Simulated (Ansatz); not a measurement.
Input

```
crystal:
  periodic: [false, false, false]
  atoms:
    - {symbol: C, position_ang: [0.578480, 0.140375, -1.778839]}
    - {symbol: O, position_ang: [-0.429389, 0.786718, -1.000532]}
    - {symbol: Ga, position_ang: [-0.648740, 0.564231, 1.070515]}
    - {symbol: C, position_ang: [0.380954, -1.031168, 1.533778]}
    - {symbol: Cl, position_ang: [0.000101, 2.514202, 1.735829]}
    - {symbol: Cl, position_ang: [-2.816031, 0.407923, 0.801800]}
    - {symbol: H, position_ang: [0.461634, -0.945129, -1.755217]}
    - {symbol: H, position_ang: [0.537312, 0.503464, -2.806256]}
    - {symbol: H, position_ang: [1.536165, 0.414444, -1.341113]}
    - {symbol: H, position_ang: [-1.313871, 0.628492, -1.355602]}
    - {symbol: H, position_ang: [0.028395, -1.899460, 0.974813]}
    - {symbol: H, position_ang: [0.261774, -1.239728, 2.598374]}
    - {symbol: H, position_ang: [1.443715, -0.879165, 1.337453]}
basis:
  gaussian: {orbitals: def2-TZVPP}
hamiltonian: {xc: pbe0, dispersion: d4}
output: {orbitals: {seedname: orbitals}}
```

Launched as:

```sh
ansatz run in.yaml --threads 4 --pin off --events-out ev --progress --plain --max-ram 11315MiB
```

Geometry: PBE0-D4/def2-TZVP.

All numbers below come from RKS PBE0-D4/def2-TZVPP (Ansatz).

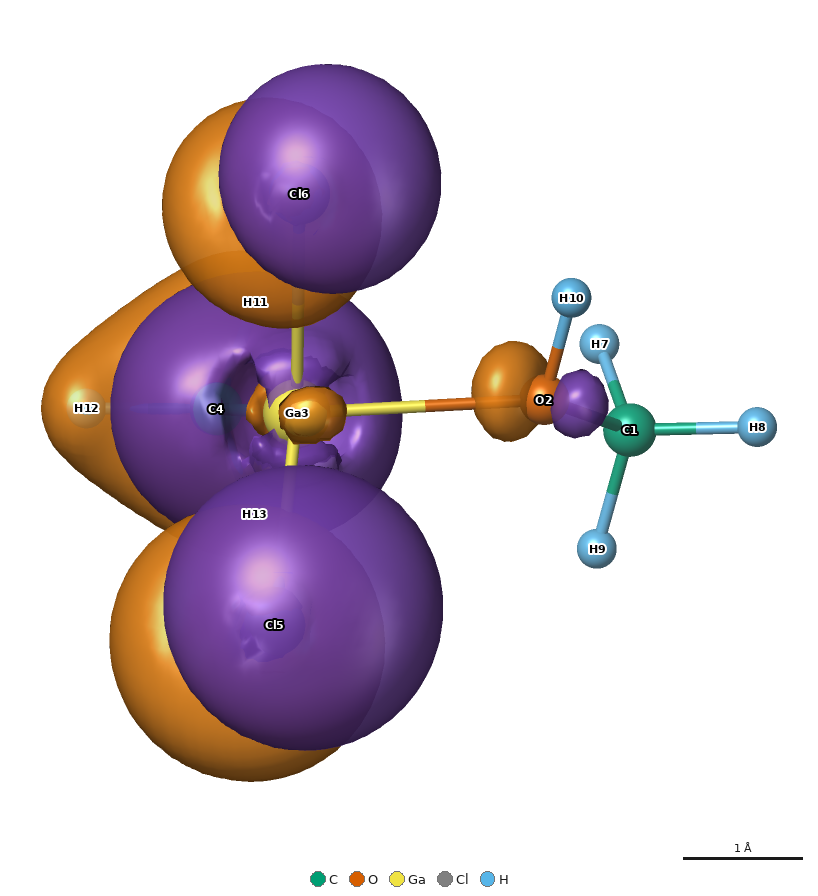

C$_{2}$H$_{7}$Cl$_{2}$GaO (SMILES C[OH+][Ga-]([CH3])([Cl])[Cl]). The HOMO at ±0.08 Å⁻³ᐟ² (orange and purple are the two phases), seen from one side.

Describe this orbital and give its energy.

Answer. It lies mainly on Cl5 (about 45 %), C4 (about 20 %), Cl6 (about 15 %) and Ga3 (about 10 %). Its energy is −8.10 eV.
